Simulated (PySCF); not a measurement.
# Geometry relaxation, with input and output: SiH$_{2}$

- system: SiH$_{2}$
- method: PBE0-D3(BJ)/def2-SVP geometry optimisation, gas phase (PySCF 2.14.0)

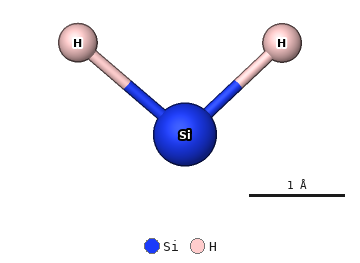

*The starting structure (ball-and-stick view, seen at a tilt).*

## Input
```
{"job": {"xc": "PBE0", "basis": "def2-SVP", "d3": "d3bj", "grid": 2, "kind": "geom", "shake": 0.01}, "charge": 0, "multiplicity": 1}
Si    -0.443208    -0.035835     0.467990
H     -0.388743     0.708189    -0.832960
H      0.826483    -0.704757     0.358343
```

The first line tells a small driver script what to run in PySCF; the rest is the geometry in Å.

Run as:
```bash
OMP_NUM_THREADS=1 python <driver script> task.json out
```

## Output
```
step   0  E = -290.38202296  max force = 0.036206
step   1  E = -290.38595620  max force = 0.004073
step   2  E = -290.38607305  max force = 0.000478
step   3  E = -290.38607452  max force = 0.000049
optimisation converged
```

## Trajectory as extended XYZ (Å, eV, eV/Å), 4 frames, from step=0 to step=3
```
3
Properties=species:S:1:pos:R:3:forces:R:3 step=0 energy=-7901.69732
Si   -0.4432   -0.0358    0.4680   -1.8618   0.5312   0.9149
H    -0.3887    0.7082   -0.8330    0.2840   0.1396  -0.5097
H     0.8265   -0.7048    0.3583    1.5778  -0.6709  -0.4053
3
Properties=species:S:1:pos:R:3:forces:R:3 step=1 energy=-7901.80435
Si   -0.5163   -0.0320    0.5264   -0.0386   0.1473  -0.2095
H    -0.3616    0.6892   -0.8332   -0.0822  -0.0503   0.1642
H     0.8421   -0.6949    0.3205    0.1208  -0.0969   0.0452
3
Properties=species:S:1:pos:R:3:forces:R:3 step=2 energy=-7901.80753
Si   -0.5130   -0.0275    0.5156   -0.0147   0.0221  -0.0229
H    -0.3723    0.6950   -0.8326   -0.0034  -0.0126   0.0246
H     0.8494   -0.7052    0.3307    0.0181  -0.0095  -0.0016
3
Properties=species:S:1:pos:R:3:forces:R:3 step=3 energy=-7901.80757
Si   -0.5133   -0.0267    0.5148   -0.0025   0.0007   0.0013
H    -0.3724    0.6947   -0.8318    0.0004   0.0002  -0.0007
H     0.8499   -0.7056    0.3308    0.0021  -0.0009  -0.0006
```

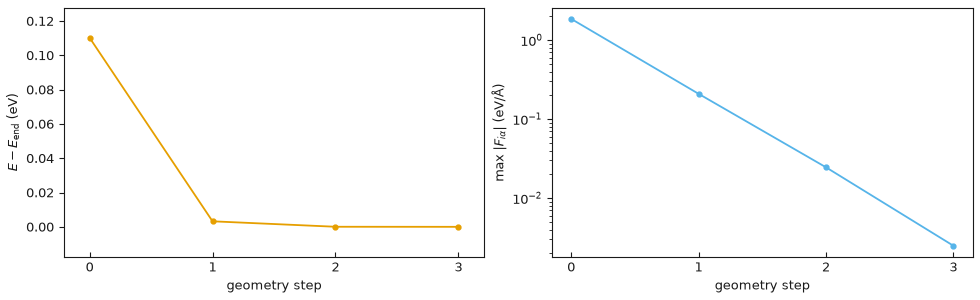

*Progress of the relaxation, step by step (steps are counted from 0).*

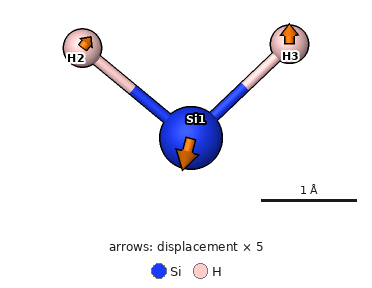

*The starting structure with the displacements as orange arrows, magnified 5 times (ball-and-stick view, seen at a tilt). The two geometries are laid on each other by the best rigid fit.*

After 3 geometry steps the energy has fallen by 0.110 eV. Largest force component: 1.9 eV/Å at the start, 0.0025 eV/Å at the end. The largest move after the best rigid fit is that of Si1, 0.073 Å. By element the largest moves are Si 0.073 Å, H 0.045 Å. Distances before and after: Si1–H3 1.439 → 1.534 Å, Si1–H2 1.500 → 1.534 Å. Among the angles that change: H2–Si1–H3 97.6° → 91.2°. (Atoms are counted from 1 in the order of the input.)

## Key numbers

```tsv
quantity	value
outcome	converged
total energy	−290.386075 hartree
dipole moment	0.36 D
point group	C2v
hardware	1 CPU thread, shared host
wall time	1.5 s
peak memory	0.24 GiB
```
